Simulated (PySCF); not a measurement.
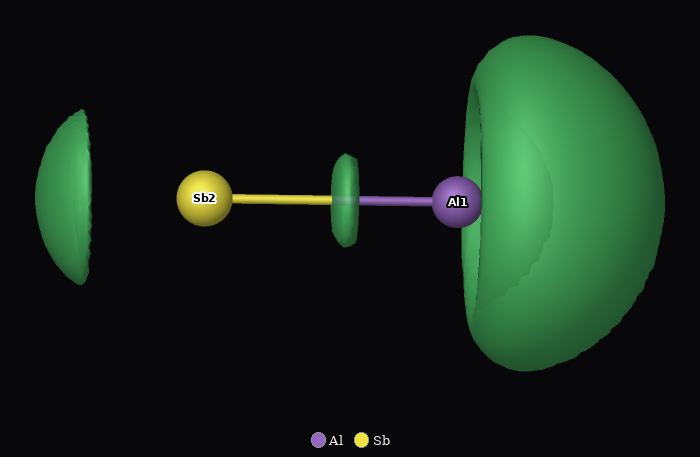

The picture shows: AlSb (triplet). Isosurface of the electron localisation function at 0.85 (green), seen from one side. Only the valence region is drawn (cores and ρ < 0.01 e/Å³ removed).

Core potentials replace the inner electrons of Sb.

All numbers below come from PySCF 2.14.0, PBE0/def2-SVPD, non-relativistic Hamiltonian with scalar-relativistic core potentials where named, at a bond length of 2.761 Å.

```xyz
2

Al    0.0000    0.0000   -2.2573
Sb    0.0000    0.0000    0.5037
```

Where are the electrons localised?

Answer. At this value the surface marks out one region between bonded Al–Sb atoms (shared pairs), one lobe on Al, pointing away from the bonds (non-bonding electrons) and one lobe on Sb, pointing away from the bonds (non-bonding electrons).

Values along the shortest contacts:
Al–Sb (2.76 Å): the ELF peaks at about 0.90 between the atoms (localised, covalent bonding).
